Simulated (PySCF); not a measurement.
```xyz
24

C     3.0842    1.6335    0.2312
C     2.1150    0.7408    0.3482
Si    1.6588   -0.5212   -0.9725
N     0.1304   -1.2789   -0.5767
Si   -0.0441   -2.9342   -0.0949
Si   -1.2870   -0.2880   -0.5685
C    -2.2388   -0.3599    1.0724
O    -0.6326    1.1751   -0.8463
C    -1.3082    2.3900   -0.9162
H     3.6977    1.6840   -0.6541
H     3.3173    2.3535    1.0027
H     1.5250    0.7391    1.2573
H     2.6449   -1.6097   -0.9832
H     1.5664    0.0798   -2.3054
H    -0.0470   -3.0464    1.3697
H    -1.3257   -3.4123   -0.6157
H     1.0694   -3.6903   -0.6596
H    -2.1826   -0.6611   -1.6763
H    -1.6225   -0.0339    1.9068
H    -2.5655   -1.3725    1.2834
H    -3.1225    0.2724    1.0496
H    -1.8909    2.5701   -0.0097
H    -0.5674    3.1822   -1.0280
H    -1.9861    2.4076   -1.7732
```

Geometry: GFN2-xTB.

All numbers below come from PBE0/pcSseg-1, SCF density, gas phase, non-relativistic (PySCF 2.14.0).

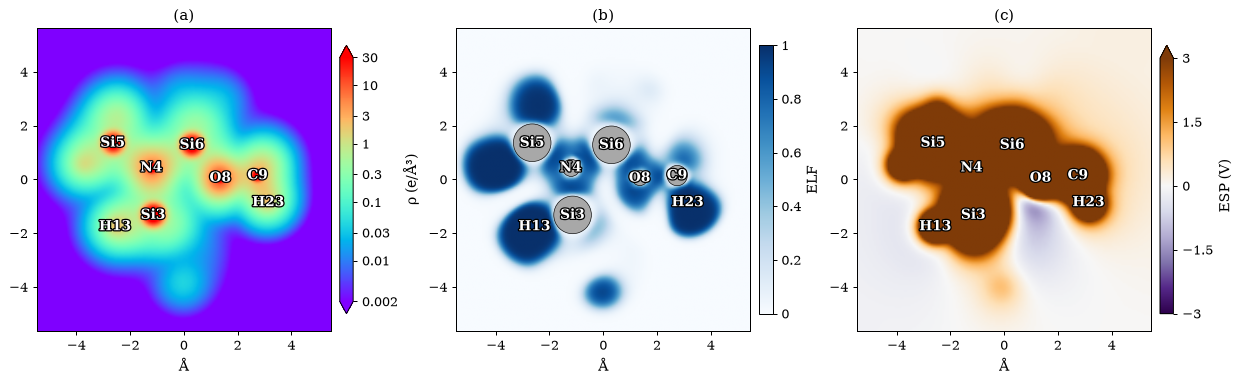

C$_{4}$H$_{15}$NOSi$_{3}$. (a) electron density; (b) electron localisation function; (c) molecular electrostatic potential on the plane of atoms N4, Si3 and H13. Grey discs cover the atomic cores in the ELF map.

### Read the bonding off the picture.

- The section cuts through Si, N, O, C and H sites.
- C–O (1.39 Å): ρ is about 2.1 e/Å³ halfway, with its minimum of 1.8 e/Å³ about 0.5 Å from C; the ELF peaks at about 0.90 between the atoms: a polar covalent bond.
- Si–O (1.63 Å): ρ is about 1.2 e/Å³ halfway; the ELF peaks at about 0.85 between the atoms: a polar covalent bond.
- Si–N (1.73 Å): ρ at the midpoint is about 1.1 e/Å³; the ELF peaks at about 0.90 between the atoms: a polar covalent bond.
- C–H (1.09 Å): the density is about 2 e/Å³ at the midpoint; the ELF climbs to about 1 towards the hydrogen, as it does in any bond to H: an ordinary covalent bond to hydrogen.
- Si–H (1.47 Å): the density is about 0.81 e/Å³ at the midpoint; the ELF climbs to about 1 towards the hydrogen.
- Outside the dense part of the molecule the potential is most negative (−1.4 V) near O8.
